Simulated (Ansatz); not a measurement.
# AsH2 (SMILES [AsH2]): UCAM-B3LYP/cc-pVTZ

Aim: the energy change on altering one bond length of AsH2 at UCAM-B3LYP/cc-pVTZ, from 2 runs. 

The calculation is run with Ansatz 0.2.0.

34 further runs of the same task are left out: 34 set aside as unsound or not needed.

### 1 The molecule

AsH2: 3 atoms, total charge 0, spin state doublet. SMILES: `[AsH2]`. The coordinates come from a PBE0-D4/def2-TZVP relaxation.

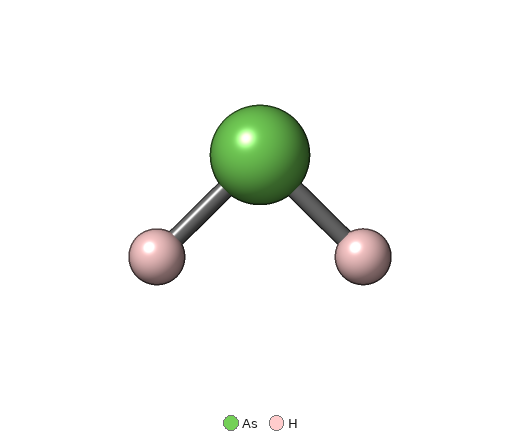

Viewed from a chosen angle; arsenic green, hydrogen pink.

### 2 A single-point energy at UCAM-B3LYP/cc-pVTZ

in.yaml reads:

```yaml
crystal:
  periodic: [false, false, false]
  atoms:
    - symbol: As
      position_ang: [-0.573310, 0.327430, -0.274790]
    - symbol: H
      position_ang: [0.680410, 0.795730, 0.459110]
    - symbol: H
      position_ang: [-0.107090, -1.123160, -0.184320]
basis:
  gaussian:
    orbitals: cc-pVTZ
accuracy: high
hamiltonian:
  xc: {name: CAM-B3LYP}
magnetization:
  spin_polarized: true
  initial_magnetization: 1
output:
  orbitals: {seedname: orbitals}
```

Command:

```
$ ansatz run in.yaml --threads 1 --pin off --max-ram 3480MiB --events-out events.jsonl --progress --plain --runs-dir runs
```

The program printed:

```text
Warning: RAYON_NUM_THREADS=1 ignored (pool sized by the plan → 1); use --threads N
Functional definition: CAM-B3LYP
  name "CAM-B3LYP"
  parameter alpha = 0.19
  parameter beta = 0.46
  parameter omega = 0.33/bohr
  parameter ac = 0.81
  exchange = (1 - alpha - beta)*b88_x + beta*b88_x_sr(omega) + alpha*exact_x + beta*exact_x_lr(omega)
  correlation = (1 - ac)*vwn5_c + ac*lyp_c
1046 factors; integrals over basis functions are off by at most 4.4e-9 eV
238 factors; integrals over basis functions are off by at most 2.4e-9 eV
mean field evaluation 1: about -60877.1863 eV, gradient 5.7e0 eV
mean field evaluation 2: about -60877.2974 eV, gradient 2.6e0 eV
mean field evaluation 4: about -60877.3116 eV, gradient 6.9e-1 eV
mean field evaluation 8: about -60877.3257 eV, gradient 3.2e-2 eV
mean field evaluation 16: about -60877.3257 eV, gradient 4.4e-5 eV
mean field -60877.32567977 eV, -2237.2004545982 hartree, gradient 5.4e-8 eV, S^2 0.753663; 0 other end points of the search recorded, 0 dependent functions left out
reference -60877.32569360 eV, -2237.2004551063 hartree; 18, 17 occupied and 53, 54 virtual orbitals, 1046 factors
Total energy: -60877.32569360 eV, -2237.2004551063 hartree
```

Wall time 3.6 s (1 thread of Intel Xeon 6975P-C (Granite Rapids), shared host); peak memory 0.23 GiB.

### 3 The distorted shape, same level

job.yaml reads:

```yaml
crystal:
  periodic: [false, false, false]
  atoms:
    - {symbol: As, position_ang: [-1.576269, -0.047204, -0.861900]}
    - {symbol: H, position_ang: [0.680410, 0.795730, 0.459110]}
    - {symbol: H, position_ang: [-1.110049, -1.497794, -0.771430]}
basis:
  gaussian:
    orbitals: cc-pVTZ
magnetization:
  spin_polarized: true
  initial_magnetization: 1
output:
  orbitals: {seedname: orbitals}
accuracy: high
hamiltonian:
  xc: {name: CAM-B3LYP}
```

Command:

```
$ ansatz run job.yaml --threads 1 --pin off --max-ram 3480MiB --events-out events.jsonl --progress --plain --runs-dir runs
```

The program printed, shortened:

```text
Warning: RAYON_NUM_THREADS=1 ignored (pool sized by the plan → 1); use --threads N
[... 2 set-up lines as earlier in the session ...]
[...]
968 factors; integrals over basis functions are off by at most 4.4e-9 eV
252 factors; integrals over basis functions are off by at most 2.1e-9 eV
[...]
mean field -60874.52853215 eV, -2237.0976613191 hartree, gradient 3.0e-8 eV, S^2 1.438235; 6 other end points of the search recorded, 0 dependent functions left out
reference -60874.52854698 eV, -2237.0976618639 hartree; 18, 17 occupied and 53, 54 virtual orbitals, 968 factors
Total energy: -60874.52854698 eV, -2237.0976618639 hartree
```

It took 9.9 s on 1 thread of Intel Xeon 6975P-C (Granite Rapids), shared host; peak memory 0.24 GiB.

### 4 Summary of results

At UCAM-B3LYP/cc-pVTZ:

| quantity | value |
| --- | --- |
| first shape: total energy | -2237.20046 Eh |
| first shape: HOMO energy (highest over α and β) | -8.08 eV |
| first shape: LUMO energy (lowest over α and β) | -2.15 eV |
| first shape: ⟨S²⟩ | 0.754 |
| distorted shape: total energy | -2237.09766 Eh |
| distorted shape: HOMO energy (highest over α and β) | -8.35 eV |
| distorted shape: LUMO energy (lowest over α and β) | -2.17 eV |
| distorted shape: ⟨S²⟩ | 1.438 |
| energy change with the As1–H2 bond stretched from 1.526 to 2.747 Å | 2.797 eV |

In words: With the As1–H2 bond stretched from 1.526 to 2.747 Å the energy rises by 2.80 eV (65 kcal/mol). The first shape isn't relaxed at this level, so the change isn't measured from a minimum. ⟨S²⟩ (distorted shape) is 1.44 where a pure doublet has 0.75: the reference is spin-contaminated.
